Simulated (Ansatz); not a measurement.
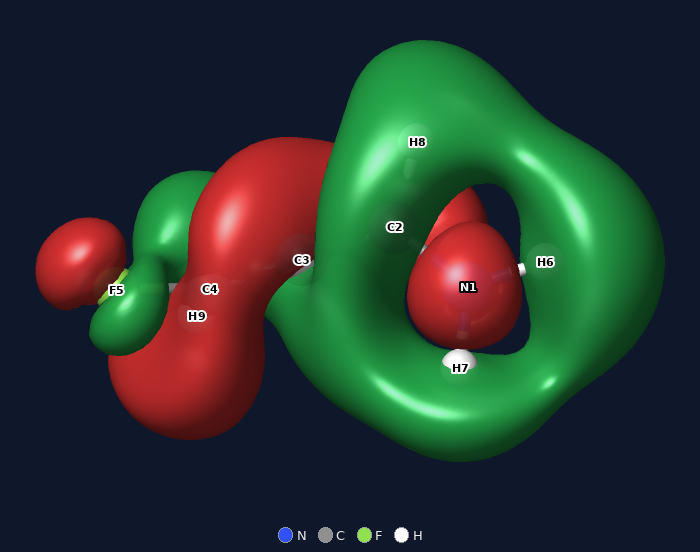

Figure. C₃H₄FN (SMILES NC=C=CF). The LUMO at ±0.06 Å⁻³ᐟ² (green and red are the two phases), seen at a tilt.

Level of theory: Ansatz, RKS PBE-D4/def2-SVP.

The calculation's input:

```
crystal:
  periodic: [false, false, false]
  atoms:
    - { symbol: "N", position_ang: [1.5567, -0.6552, -0.5355] }
    - { symbol: C, position_ang: [0.2193, -0.8601, -0.1626] }
    - { symbol: C, position_ang: [-0.37843, -2.02517, -0.23633] }
    - { symbol: C, position_ang: [-0.87951, -3.15376, -0.40319] }
    - { symbol: F, position_ang: [-1.28264, -3.88048, 0.7255] }
    - { symbol: H, position_ang: [1.6765, 0.3755, -0.809] }
    - { symbol: H, position_ang: [1.8827, -1.2617, -1.2408] }
    - { symbol: H, position_ang: [-0.27919, 0.03723, 0.08252] }
    - { symbol: H, position_ang: [-1.20351, -3.69014, -1.32914] }
basis:
  gaussian: { orbitals: def2-SVP }
hamiltonian:
  xc: pbe
  dispersion: d4
relax:
  f_tol: 0.015
  max_steps: 40
output:
  orbitals: {}
```

Launched as:

```sh
ansatz run input.yaml --threads 1 --pin off --max-ram 2048MiB --backend cpu --events-out ev --progress --plain --runs-dir out
```

The fields are those of the relaxed geometry.

> What is the character of this orbital?

Its weight (Hirshfeld) is mainly on C3 (about 25 %), C4 (about 20 %), C2 (about 20 %), N1 (about 10 %), H6 (about 5 %) and F5 (about 5 %). Its energy is −0.51 eV.
